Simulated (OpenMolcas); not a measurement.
**GaF: excited-state calculation (part 2 of 2)**

Continued. System: GaF, SMILES [F][Ga]. Method: CASPT2/ANO-R2, sfX2C (OpenMolcas 26.06). The run did not end well. The geometry comes from this level: GFN2-xTB. The settings of this run were made unusual or wrong on purpose.

Geometry of the input (Å):
```
F  0.0000  0.0000  0.0000
Ga 0.0000  0.0000  1.7992
```

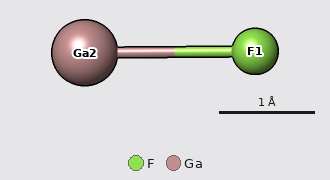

The input geometry (ball-and-stick view, seen on its broad side; atoms are numbered from 1 in the order of the input). Sticks mark near contacts.

### Log, continued
```
++    Natural Bond Order analysis
      ---------------------------
      Based on LoProp computed density
      -------------------------------------------------------------------------------------
      Atom A       Atom B       Bond Order
      -------------------------------------------------------------------------------------
      NBO located      1.000 non-bonded electrons on atom F1
      NBO located      0.994 non-bonded electrons on atom F1
      NBO located      0.993 non-bonded electrons on atom F1
      NBO located      0.998 non-bonded electrons on atom GA2
      NBO located      0.999 non-bonded electrons on atom GA2
      NBO located      0.999 non-bonded electrons on atom GA2
      NBO located      0.999 non-bonded electrons on atom GA2
      NBO located      0.999 non-bonded electrons on atom GA2
      NBO located      1.000 non-bonded electrons on atom GA2
      NBO located      1.000 non-bonded electrons on atom GA2
      NBO located      1.000 non-bonded electrons on atom GA2
      NBO located      1.000 non-bonded electrons on atom GA2
      NBO located      1.000 non-bonded electrons on atom GA2
      NBO located      1.000 non-bonded electrons on atom GA2
      NBO located      1.000 non-bonded electrons on atom GA2
      NBO located      1.000 non-bonded electrons on atom GA2
      NBO located      1.000 non-bonded electrons on atom GA2
      The remaining    3.281 electrons are to be considered as diffuse
--

--

      Von Neumann Entropy (Root   2) =  1.24686

      Mulliken population analysis for root number:  2
      -----------------------------------------------

++    Molecular charges:
      ------------------

      Mulliken charges per centre
      ---------------------------

                F1      GA2
      Total    9.2236 30.7764

      N-E     -0.2236  0.2236

      Total electronic charge=   40.000000

      Total            charge=   -0.000000
--

      Expectation values of various properties for root number:  2
      -----------------------------------------------------------

++    Molecular properties:
      ---------------------

      Charge (e):
                      =   -0.0000
      Dipole Moment (debye):
      Origin of the operator (angstrom)=    0.0000    0.0000    1.4104
                   X=  4.4473E-12               Y=  3.7659E-12               Z=  1.3264E+00           Total=  1.3264E+00
      Quadrupole Moment (debye*angstrom):
      Origin of the operator (angstrom)=    0.0000    0.0000    1.4104
                  XX= -2.2449E+01              XY=  3.4734E+00              XZ= -4.2289E-12              YY= -2.4989E+01
                  YZ= -1.4464E-13              ZZ= -2.2301E+01
      In traceless form (debye*angstrom)
                  XX=  1.1957E+00              XY=  5.2101E+00              XZ= -6.3434E-12              YY= -2.6140E+00
                  YZ= -2.1696E-13              ZZ=  1.4183E+00
--

      LoProp population analysis for root number:  2
      -----------------------------------------------

++    LoProp analysis:
      ----------------

++    Static properties:
      ------------------

      LoProp Charges per center

                   F1       GA2
      Nuclear      9.0000  31.0000
      Electronic  -9.1796 -30.8204

      Total       -0.1796   0.1796
--

      Natural Bond Order analysis for root number:  2

++    Natural Bond Order analysis
      ---------------------------
      Based on LoProp computed density
      -------------------------------------------------------------------------------------
      Atom A       Atom B       Bond Order
      -------------------------------------------------------------------------------------
      NBO located      1.000 non-bonded electrons on atom F1
      NBO located      1.008 non-bonded electrons on atom F1
      NBO located      0.988 non-bonded electrons on atom F1
      NBO located      1.007 non-bonded electrons on atom GA2
      NBO located      0.999 non-bonded electrons on atom GA2
      NBO located      0.999 non-bonded electrons on atom GA2
      NBO located      0.999 non-bonded electrons on atom GA2
      NBO located      0.999 non-bonded electrons on atom GA2
      NBO located      1.000 non-bonded electrons on atom GA2
      NBO located      1.000 non-bonded electrons on atom GA2
      NBO located      1.000 non-bonded electrons on atom GA2
      NBO located      1.000 non-bonded electrons on atom GA2
      NBO located      1.000 non-bonded electrons on atom GA2
      NBO located      1.000 non-bonded electrons on atom GA2
      NBO located      1.000 non-bonded electrons on atom GA2
      NBO located      1.000 non-bonded electrons on atom GA2
      NBO located      1.000 non-bonded electrons on atom GA2
      The remaining    3.189 electrons are to be considered as diffuse
--

--

      Von Neumann Entropy (Root   3) =  1.24684

      Mulliken population analysis for root number:  3
      -----------------------------------------------

++    Molecular charges:
      ------------------

      Mulliken charges per centre
      ---------------------------

                F1      GA2
      Total    9.2236 30.7764

      N-E     -0.2236  0.2236

      Total electronic charge=   40.000000

      Total            charge=   -0.000000
--

      Expectation values of various properties for root number:  3
      -----------------------------------------------------------

++    Molecular properties:
      ---------------------

      Charge (e):
                      =   -0.0000
      Dipole Moment (debye):
      Origin of the operator (angstrom)=    0.0000    0.0000    1.4104
                   X=  5.1323E-13               Y= -7.6058E-13               Z=  1.3265E+00           Total=  1.3265E+00
      Quadrupole Moment (debye*angstrom):
      Origin of the operator (angstrom)=    0.0000    0.0000    1.4104
                  XX= -2.4987E+01              XY= -3.4728E+00              XZ=  3.6638E-12              YY= -2.2448E+01
                  YZ=  3.2936E-12              ZZ= -2.2300E+01
      In traceless form (debye*angstrom)
                  XX= -2.6133E+00              XY= -5.2093E+00              XZ=  5.4957E-12              YY=  1.1958E+00
                  YZ=  4.9404E-12              ZZ=  1.4174E+00
--

      LoProp population analysis for root number:  3
      -----------------------------------------------

++    LoProp analysis:
      ----------------

++    Static properties:
      ------------------

      LoProp Charges per center

                   F1       GA2
      Nuclear      9.0000  31.0000
      Electronic  -9.1796 -30.8204

      Total       -0.1796   0.1796
--

      Natural Bond Order analysis for root number:  3

++    Natural Bond Order analysis
      ---------------------------
      Based on LoProp computed density
      -------------------------------------------------------------------------------------
      Atom A       Atom B       Bond Order
      -------------------------------------------------------------------------------------
      NBO located      1.000 non-bonded electrons on atom F1
      NBO located      0.988 non-bonded electrons on atom F1
      NBO located      1.008 non-bonded electrons on atom F1
      NBO located      1.007 non-bonded electrons on atom GA2
      NBO located      0.999 non-bonded electrons on atom GA2
      NBO located      0.999 non-bonded electrons on atom GA2
      NBO located      0.999 non-bonded electrons on atom GA2
      NBO located      0.999 non-bonded electrons on atom GA2
      NBO located      1.000 non-bonded electrons on atom GA2
      NBO located      1.000 non-bonded electrons on atom GA2
      NBO located      1.000 non-bonded electrons on atom GA2
      NBO located      1.000 non-bonded electrons on atom GA2
      NBO located      1.000 non-bonded electrons on atom GA2
      NBO located      1.000 non-bonded electrons on atom GA2
      NBO located      1.000 non-bonded electrons on atom GA2
      NBO located      1.000 non-bonded electrons on atom GA2
      NBO located      1.000 non-bonded electrons on atom GA2
      The remaining    3.189 electrons are to be considered as diffuse
--

--

      Von Neumann Entropy (Root   4) =  1.71656

      Mulliken population analysis for root number:  4
      -----------------------------------------------

++    Molecular charges:
      ------------------

      Mulliken charges per centre
      ---------------------------

                F1      GA2
      Total    8.8713 31.1287

      N-E      0.1287 -0.1287

      Total electronic charge=   40.000000

      Total            charge=   -0.000000
--

      Expectation values of various properties for root number:  4
      -----------------------------------------------------------

++    Molecular properties:
      ---------------------

      Charge (e):
                      =   -0.0000
      Dipole Moment (debye):
      Origin of the operator (angstrom)=    0.0000    0.0000    1.4104
                   X= -4.4910E-12               Y= -2.7762E-12               Z= -3.1034E+00           Total=  3.1034E+00
      Quadrupole Moment (debye*angstrom):
      Origin of the operator (angstrom)=    0.0000    0.0000    1.4104
                  XX= -2.4366E+01              XY=  2.7450E-02              XZ=  4.9794E-12              YY= -2.4386E+01
                  YZ=  5.2877E-12              ZZ= -2.1048E+01
      In traceless form (debye*angstrom)
                  XX= -1.6487E+00              XY=  4.1175E-02              XZ=  7.4691E-12              YY= -1.6788E+00
                  YZ=  7.9316E-12              ZZ=  3.3275E+00
--

      LoProp population analysis for root number:  4
      -----------------------------------------------

++    LoProp analysis:
      ----------------

++    Static properties:
      ------------------

      LoProp Charges per center

                   F1       GA2
      Nuclear      9.0000  31.0000
      Electronic  -8.8104 -31.1896

      Total        0.1896  -0.1896
--

      Natural Bond Order analysis for root number:  4

++    Natural Bond Order analysis
      ---------------------------
      Based on LoProp computed density
      -------------------------------------------------------------------------------------
      Atom A       Atom B       Bond Order
      -------------------------------------------------------------------------------------
      NBO located      1.000 non-bonded electrons on atom F1
      NBO located      0.919 non-bonded electrons on atom F1
      NBO located      0.997 non-bonded electrons on atom GA2
      NBO located      0.999 non-bonded electrons on atom GA2
      NBO located      0.999 non-bonded electrons on atom GA2
      NBO located      0.999 non-bonded electrons on atom GA2
      NBO located      0.999 non-bonded electrons on atom GA2
      NBO located      1.000 non-bonded electrons on atom GA2
      NBO located      1.000 non-bonded electrons on atom GA2
      NBO located      1.000 non-bonded electrons on atom GA2
      NBO located      1.000 non-bonded electrons on atom GA2
      NBO located      1.000 non-bonded electrons on atom GA2
      NBO located      1.000 non-bonded electrons on atom GA2
      NBO located      1.000 non-bonded electrons on atom GA2
      NBO located      1.000 non-bonded electrons on atom GA2
      NBO located      1.000 non-bonded electrons on atom GA2
      The remaining    4.154 electrons are to be considered as diffuse
--

--

      Average orbitals are written to the RASORB file
      Natural orbitals for root   1 are written to the RASORB.1 file
      Natural orbitals for root   2 are written to the RASORB.2 file
      Natural orbitals for root   3 are written to the RASORB.3 file
      Natural orbitals for root   4 are written to the RASORB.4 file
      Spin density orbitals for root   1 are written to the SPDORB.1 file
      Spin density orbitals for root   2 are written to the SPDORB.2 file
      Spin density orbitals for root   3 are written to the SPDORB.3 file
      Spin density orbitals for root   4 are written to the SPDORB.4 file

--- Stop Module: rasscf /rc=_RC_ALL_IS_WELL_ ---
           step6.RasOrb.2 step6.RasOrb.3 step6.RasOrb.4 step6.rasscf.h5 step6.SpdOrb.1 step6.SpdOrb.2 step6.SpdOrb.3 step6.SpdOrb.4 xmldump
--- Module rasscf spent 5 seconds ---

--- Start Module: caspt2 ---

                                              &CASPT2

                       available to each process: 1.9 GB of memory, 1 thread

++    Wave function specifications:
      -----------------------------

      Number of closed shell electrons           2
      Number of electrons in active shells       8
      Max number of holes in RAS1 space          0
      Max number of electrons in RAS3 space      0
      Number of inactive orbitals                1
      Number of active orbitals                  7
      Number of secondary orbitals              81
      Spin quantum number                      0.0
      State symmetry                             1
      Number of CSFs                           490
      Number of CASSCF root(s) available         4
      CASPT2 state passed to geometry opt.       4
      A file JOBMIX will be created
      This is a MULTI-STATE CASSCF reference
      Number of CI roots used                    4
      These are:                                 1   2   3   4
      Off-diagonal elements of Heff are computed
--

++    Orbital specifications:
      -----------------------

      Symmetry species                           1
                                                 a
      Frozen orbitals                           15
      Inactive orbitals                          1
      Active orbitals                            7
      Secondary orbitals                        81
      Deleted orbitals                           0
      Number of basis functions                104
--

++    CASPT2 specifications:
      ----------------------

      Type of calculation                        MS-CASPT2
      Fock operator                              state-specific
      IPEA shift                                 0.25
      Real shift                                 0.00
      Imaginary shift                            0.00
      The input orbitals will be transformed to quasi-canonical
--

--------------------------------------------------------------------------------
 Estimated memory requirements:
  POLY3 :                   294488
  RHS:                      467660
  SIGMA :                   621952
  PRPCTL:                        0
 Available workspace:    232475447

++ CASPT2 computation for group   1

********************************************************************************
 Multi-State initialization phase begins for group   1
--------------------------------------------------------------------------------
********************************************************************************
 Compute H0 matrices for state    1
--------------------------------------------------------------------------------
--------------------------------------------------------------------------------
 H0 matrices have been computed.

********************************************************************************
  CASPT2 EQUATION SOLUTION
--------------------------------------------------------------------------------

  Total nr of CASPT2 parameters:
   Before reduction:      246935
   After  reduction:      246025

 Variance of |WF0>:       1.7040869295

 The contributions to the second order correlation energy in atomic units.
-----------------------------------------------------------------------------------------------------------------------------
  IT.      VJTU        VJTI        ATVX        AIVX        VJAI        BVAT        BJAT        BJAI        TOTAL       RNORM
-----------------------------------------------------------------------------------------------------------------------------
   1    -0.000336   -0.000029   -0.055334   -0.003727   -0.000317   -0.141420   -0.009770   -0.015328   -0.226261    0.007088

  NOT CONVERGED AFTER MAX ITERATIONS.
-----------------------------------------------------------------------------------------------------------------------------

  FINAL CASPT2 RESULT:

      Reference energy:       -2041.9127842467
      E2 (Non-variational):      -0.2262606515
      E2 (Variational):          -0.2267885767
      Total energy:           -2042.1395728235
      Residual norm:              0.0070879369
      Reference weight:           0.94735

      Contributions to the CASPT2 correlation energy
      Active & Virtual Only:         -0.1967533483
      One Inactive Excited:          -0.0138333271
      Two Inactive Excited:          -0.0156739761

++ Denominators, etc.
--------------------------------------------------------------------------------------------------------------
 Report on small energy denominators, large coefficients, and large energy contributions.
CASE  SYMM ACTIVE-MIX  NON-ACTIVE INDICES          DENOMINATOR     RHS VALUE       COEFFICIENT     CONTRIBUTION
ATVX     1  Mu1.0006  Se1.027                       1.09931901     -0.03661012      0.03307794     -0.00121099
ATVX     1  Mu1.0005  Se1.028                       1.09930444      0.03662317     -0.03309156     -0.00121192
ATVX     1  Mu1.0002  Se1.031                       1.03001648      0.03913447     -0.03413482     -0.00133585
ATVX     1  Mu1.0006  Se1.031                       1.21699253     -0.04334457      0.03567613     -0.00154637
ATVX     1  Mu1.0003  Se1.032                       1.03003472     -0.03914384      0.03414334     -0.00133650
ATVX     1  Mu1.0005  Se1.032                       1.21696794      0.04333005     -0.03566511     -0.00154537
ATVX     1  Mu1.0001  Se1.033                       0.99724597      0.03282693     -0.03123406     -0.00102532
ATVX     1  Mu1.0002  Se1.034                       1.29951361     -0.03947402      0.02675973     -0.00105631
ATVX     1  Mu1.0003  Se1.035                       1.29952682      0.03948299     -0.02676642     -0.00105682
--
++ Multi-State CASPT2 section:
********************************************************************************
  MULTI-STATE CASPT2 SECTION
--------------------------------------------------------------------------------

 ###############################################################################
 ###    Location: AixWr                                                      ###
 ###    File: RUNFILE                                                        ###
 ###    Premature abort while writing buffer to disk: Disk full?             ###
 ###############################################################################

--- Stop Module: caspt2 /rc=-6 ---
--- Module caspt2 spent 1 second ---

.########################.
.# Non-zero return code #.
.########################.

    Timing: Wall=16.11 User=14.96 System=1.14
```
